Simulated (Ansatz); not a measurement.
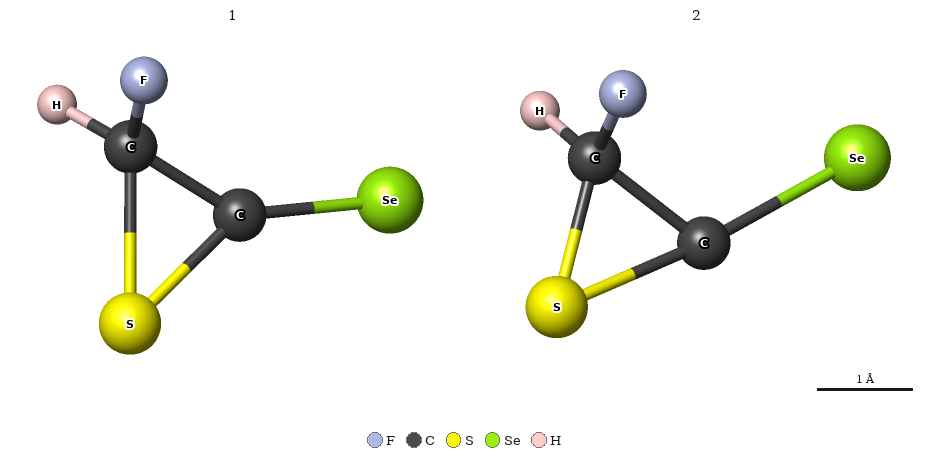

Two geometries of C2HFSSe (coarse preliminary run), drawn at one scale. One is the start of a relaxation, the other its converged end. The picture is a ball-and-stick view, seen at a tilt.

Theory: RKS PBE-D4/def2-SVP (Ansatz). Set-up: force threshold 0.03 eV/Å; at most 200 steps.

### Which one is relaxed?

Structure 1 is the relaxed one. The start comes from a force field. The S atom moves most after the best rigid fit: 0.49 Å. Largest moves by element: S 0.49 Å, Se 0.45 Å, C 0.30 Å, H 0.25 Å, F 0.22 Å. Near-neighbour distances that change, for instance: C–Se 2.038 → 1.758 Å, C–S 1.654 → 1.863 Å, C–S 1.887 → 1.751 Å, C–C 1.541 → 1.459 Å. Among the angles between lasting bonds that change: S–C–Se 174.7° → 144.2°, C–C–Se 118.2° → 145.4°, C–C–S 56.6° → 70.3°. After 6 accepted moves (7 points after the start) the energy has fallen by 2.406 eV. The largest force component goes from 5 to 0.023 eV/Å. The line search rejected the trial step at point 6 of the run.
